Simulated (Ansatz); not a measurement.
# ScHg (Pm-3m): phonons along a line and the smearing, part 2 of 2

Wanted: frequencies of ScHg (Pm-3m) solved wavevector by wavevector at several smearings.

Ansatz 0.2.0; DFT PBEsol, scalar-relativistic, plane waves, PAW.

So far. Step 2 (Relaxing cell and atoms): The largest force is now zero by symmetry and the largest stress component 0.014 GPa, small enough for phonons. Step 4 (Wavevectors along a line: Fermi–Dirac smearing of 0.25 …): Against step 3 (now smearing width 0.25 eV), the free energy moves by -78.9 meV an atom. The relaxed cell has a = 3.468 Å (conventional setting).

## (5) Wavevectors along a line: Fermi–Dirac smearing of 0.04 eV (continued)

Each wavevector solved by linear response. Frequency against |q| along the line:

| \|q\| along the line (Å⁻¹) | mode 1 = mode 2 (cm⁻¹) | mode 3 (cm⁻¹) | mode 4 = mode 5 (cm⁻¹) | mode 6 (cm⁻¹) |
| --- | --- | --- | --- | --- |
| 0.000 | 0 | 0 | 145 | 145 |
| 0.113 | 14.0 | 19.7 | 145 | 147 |
| 0.340 | 37.2 | 51.9 | 147 | 167 |
| 0.566 | 52.1 | 69.0 | 152 | 196 |
| 0.793 | 59.0 | 71.3 | 157 | 215 |

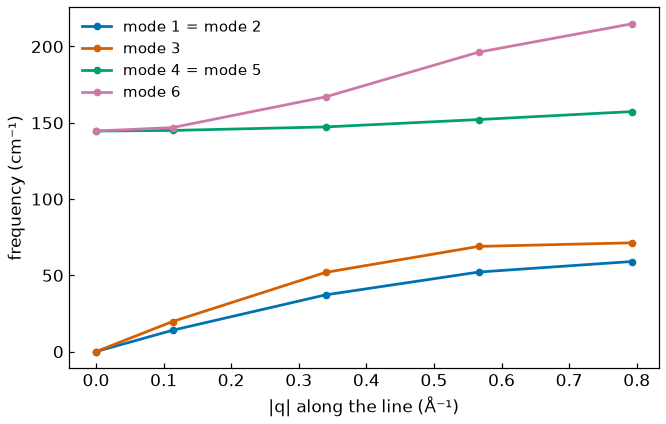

Frequency, plotted against |q| along the line.

Against step 3 (now smearing width 0.04 eV), the free energy moves by +15.4 meV an atom.

## (6) Phonons along a line: Methfessel–Paxton smearing of 0.2 eV

Each wavevector is solved by itself, so no interpolation smooths a dip of the branch.

Input file input.yaml:

```yaml
crystal:
  lattice:
    - [3.4683688511, 0.0, 0.0]
    - [0.0, 3.4683688511, 0.0]
    - [0.0, 0.0, 3.4683688511]
  atoms:
    - { symbol: Sc, position: [0.5, 0.5, 0.5] }
    - { symbol: Hg, position: [0.0, 0.0, 0.0] }
kpoints:
  mp_grid: { grid: [16, 16, 16] }
hamiltonian:
  xc: pbesol
scf:
  occupations: { method: methfessel_paxton, width: 0.2 }
output:
  eigenvalues: true
phonons:
  method: dfpt
  qpoints:
    - [0, 0, 0]
    - [0.0, 0.0625, 0.0]
    - [0.0, 0.1875, 0.0]
    - [0.0, 0.3125, 0.0]
    - [0.0, 0.4375, 0.0]
```

Command:

```sh
ansatz run input.yaml --threads 4 --pin off --max-ram 8192MiB --backend cpu --events-out ev --progress --plain --runs-dir out
```

Numbers of over 12 decimals in the logs are rounded to 6 here.

What it wrote:

```text
[...]
Crystal: 2 atoms, lattice volume = 41.723 Å³
Basis set: ecut = 420 eV, 799 PW (Γ), exchange–correlation on 48×48×48 points (8 copies of the dense FFT grid, shifted against one another)
Bands: 20, of which v1, the nominal top of the filled ones, is band 16 counted from 1 (15 counted from 0)
Symmetry: 48 space group operations
k-points: 165 of 4096
[...]
SCF iter   1: F=—  HF=-15780.468227 eV  |F-HF|=—  |Δ(HF+E_count)|=         —  Δρ=4.88e-3  dr2=1.09e-2  ethr=1.77e-3  ⟨swp⟩=4.4  Hψ=12015  notcnv=0
[...]
SCF iter   9: F=-15780.465584 eV  HF=-15780.465584 eV  |F-HF|=0.00e0  |Δ(HF+E_count)|=  1.82e-12  S|Δr|=    0.00e0  Δρ=5.58e-8  dr2=9.54e-13  ethr=1.00e-12  ⟨swp⟩=5.0  Hψ=12683  notcnv=0
SCF 1 converged in 9 iterations: F = -15780.465584 eV  dr2 = 9.54e-13
[...]
SCF converged after 9 iterations
Stability not checked: this state was not tested for a lower state beside it, because cold or Methfessel-Paxton smearing, or corrected tetrahedra, fill the levels in a way that the test cannot read (fill_not_monotonic; see scf.lower_state_search)
Free energy (F): -15780.465584 eV
[...]
Internal energy: -15780.462461 eV  (E = F + TS)
E sigma→0 (E₀):  -15780.464804 eV
Entropy (-TS):   -0.003123 eV (-1.562 meV/atom)
Fermi energy:    14.647616 eV
[...]
--- Band table (eV; the first three rows and the last of 165) ---
  k-point 0: bands = [... 12 lower, 7.4747, 7.4747, 14.9666, 14.9666, 17.1457, 17.1457, 17.1457, 19.5831]
  k-point 1: bands = [... 12 lower, 7.4659, 7.4779, 14.9491, 14.9527, 17.0150, 17.0150, 17.1366, 19.2466]
  k-point 2: bands = [... 12 lower, 7.4408, 7.4870, 14.8584, 14.9129, 16.7145, 16.7145, 17.1109, 18.5320]
  k-point 164: bands = [... 12 lower, 8.0045, 12.8252, 12.8252, 12.8252, 13.8060, 17.6940, 17.6940, 20.1433]
[...]
ASR residual: 3.579e-5 → 0.000e0 eV/Å²; symmetrization residual: 5.206e-6 eV/Å²
  ASR residual per site (eV/Å²): 3.58e-5 3.07e-5
  Γ frequencies (cm⁻¹): 0.00 0.00 0.00 144.98 144.98 144.98
[...]
--- Phonons (arbitrary-q DFPT): 5 explicit q-points ---
[...]
```

Wall time 4.4 min (4 threads of Arm Neoverse V2, shared host); peak memory 2.6 GiB; 17 min of CPU time.

Each wavevector solved by linear response. Frequency against |q| along the line:

```
|q| along the line (Å⁻¹)  mode 1 = mode 2 (cm⁻¹)  mode 3 (cm⁻¹)  mode 4 = mode 5 (cm⁻¹)  mode 6 (cm⁻¹)
                   0.000                       0              0                     145            145
                   0.113                    13.8           19.6                     145            147
                   0.340                    36.8           51.7                     147            167
                   0.566                      52           68.6                     152            196
                   0.793                    59.2           70.9                     157            213
```

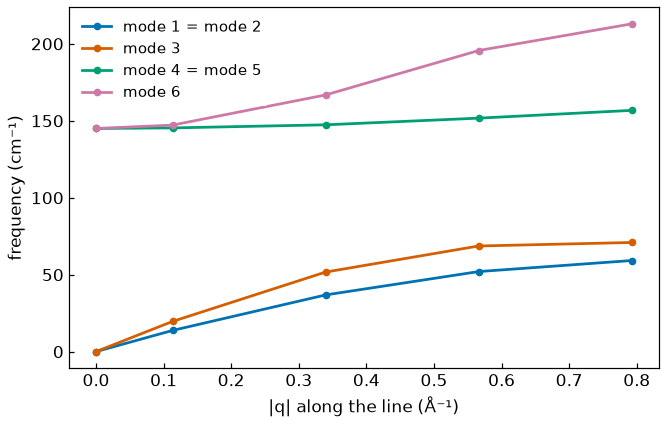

Frequency, plotted against |q| along the line.

Against step 3 (now occupations Methfessel-Paxton and smearing width 0.2 eV), the free energy moves by +18.6 meV an atom.

## (7) Smearing and the soft branch

The lowest frequency by |q| along the line:

```csv
|q| along the line (Å⁻¹),"fermi dirac 0.1 eV, k 16x16x16 (cm⁻¹)","fermi dirac 0.25 eV, k 16x16x16 (cm⁻¹)","fermi dirac 0.04 eV, k 16x16x16 (cm⁻¹)","methfessel paxton 0.2 eV, k 16x16x16 (cm⁻¹)"
0.000,0,0,0,0
0.113,13.9,14.0,14.0,13.8
0.340,37.6,38.3,37.2,36.8
0.566,52.7,54,52.1,52
0.793,59.6,61.1,59.0,59.2
```

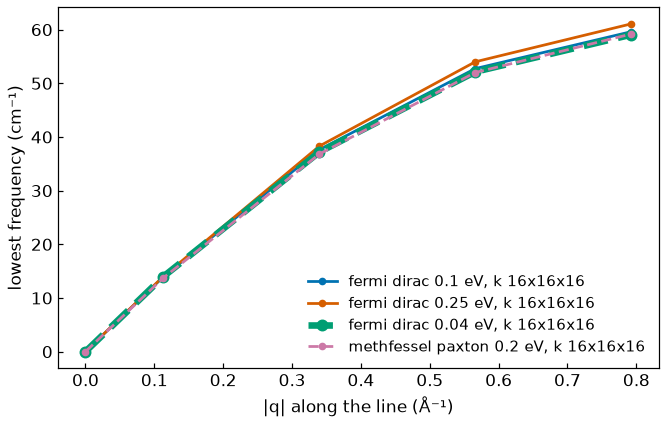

Lowest frequency against |q| along the line.

## (8) Results

| Property | Result |
| --- | --- |
| phonon run of the rows without a label of their own | PBEsol, k 16×16×16 |
| lowest branch at the last solved point, Fermi–Dirac 0.1 eV | 59.6 cm⁻¹ at \|q\| = 0.793 Å⁻¹ |
| lowest branch at the last solved point, Fermi–Dirac 0.25 eV | 61.1 cm⁻¹ at \|q\| = 0.793 Å⁻¹ |
| lowest branch at the last solved point, Fermi–Dirac 0.04 eV | 59.0 cm⁻¹ at \|q\| = 0.793 Å⁻¹ |
| lowest branch at the last solved point, Methfessel–Paxton 0.2 eV | 59.2 cm⁻¹ at \|q\| = 0.793 Å⁻¹ |

What this shows: No branch softens by more than 4 % of the top frequency as the smearing narrows, so no anomaly that hangs on the smearing shows at these points. The line holds 5 wavevectors, so a narrow dip between them would be missed. Between Fermi–Dirac 0.25 eV and Fermi–Dirac 0.04 eV the largest change, with modes counted by rank of frequency, is in mode 6 at |q| = 0.793 Å⁻¹, from 208 to 215 cm⁻¹. Where branches cross, a count by rank can hide a softening. At the narrowest width the k mesh may not resolve the Fermi surface, so part of the change can be mesh noise. Spin–orbit coupling, left out here, matters for Hg.

[Logs are printed without paths, hosts, clocks, repeated set-up lines and the standing remarks that a program may print on its own settings, such as how far it seeks lower states.]

[Hosts, paths, dates, database ids (printed as entryN), source tags and the programs' standing remarks are cut or masked in the printed files.]
